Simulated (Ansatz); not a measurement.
```sh
ansatz run in.yaml --threads 2 --pin off --events-out ev --progress --plain --max-ram 5222MiB
```

```yaml
crystal:
  periodic: [false, false, false]
  atoms:
    - {symbol: Cu, position_ang: [-0.000000, 0.000000, -1.103773]}
    - {symbol: Br, position_ang: [0.000000, -0.000000, 0.883018]}
basis:
  gaussian: {orbitals: "def2-TZVPPD.json"}
hamiltonian: {xc: {name: wB97M-V}}
```

Geometry: a pair of rigid molecules at a changed separation.

Work out the structure from the coordinates.

Formula CuBr.

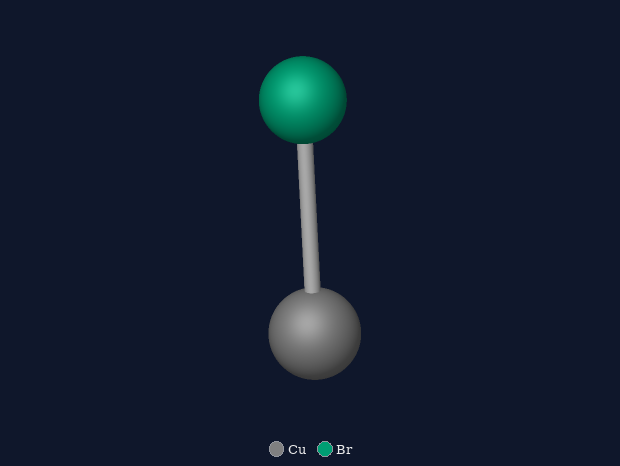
